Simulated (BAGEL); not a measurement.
# ROHF/6-31G(d) (density fitting with qzvpp-jkfit, spherical functions) run of C2H3Si (SMILES [C]#C[SiH3])

We compute a single-point energy of C2H3Si. 

Program for the calculation: BAGEL 1.2.2.

4 further runs of the same task are left out: 3 that didn't finish, 1 set aside as unsound or not needed. Runs told in other sessions of the task aren't counted.

## Step 1: The structure to begin with

The species is C2H3Si (6 atoms), meant as a doublet with charge 0. As SMILES, `[C]#C[SiH3]`. The shape is that of a PBE0-D4/def2-TZVP optimisation.

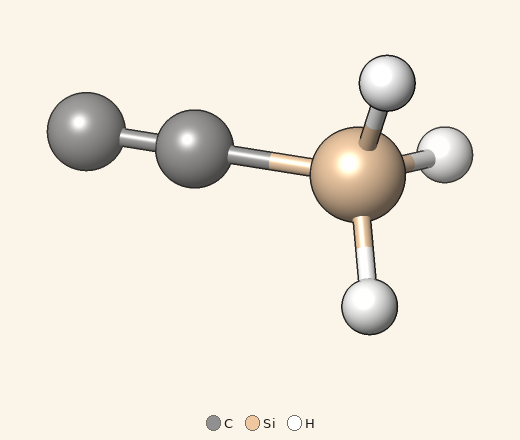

Viewed from a chosen angle; carbon grey, silicon light orange, hydrogen white.

## Step 2: A single-point energy at ROHF/6-31G(d) (density fitting with qzvpp-jkfit, spherical functions)

input.json

```json
{ "bagel": [

{
  "title": "molecule",
  "basis": "6-31gs.json",
  "df_basis": "qzvpp-jkfit",
  "angstrom": true,
  "geometry": [
    { "atom": "C", "xyz": [    1.099800,   -1.943700,    1.067500 ] },
    { "atom": "C", "xyz": [    0.563900,   -0.994100,    0.538900 ] },
    { "atom": "Si", "xyz": [   -0.246300,    0.437400,   -0.257000 ] },
    { "atom": "H", "xyz": [   -1.451000,   -0.035700,   -0.979200 ] },
    { "atom": "H", "xyz": [    0.706200,    1.059100,   -1.207200 ] },
    { "atom": "H", "xyz": [   -0.630600,    1.412800,    0.790800 ] }
  ]
},
{
  "title": "rohf",
  "nopen": 1
},
{
  "title": "print",
  "file": "orbitals.molden",
  "orbitals": true
}

]}
```

The basis set 6-31G* is read from a file made from the Basis Set Exchange's data (not shown).

Launch:

```sh
$ BAGEL_NUM_THREADS=1 BAGEL input.json > input.out
```

Q: Predict the results. Wanted: total energy; dipole moment; ⟨S²⟩.

Computed results:

Level: ROHF/6-31G* (density fitting with qzvpp-jkfit, spherical functions).

```
     quantity          value
 total energy  -366.23134 Eh
dipole moment         0.43 D
         ⟨S²⟩          0.750
```
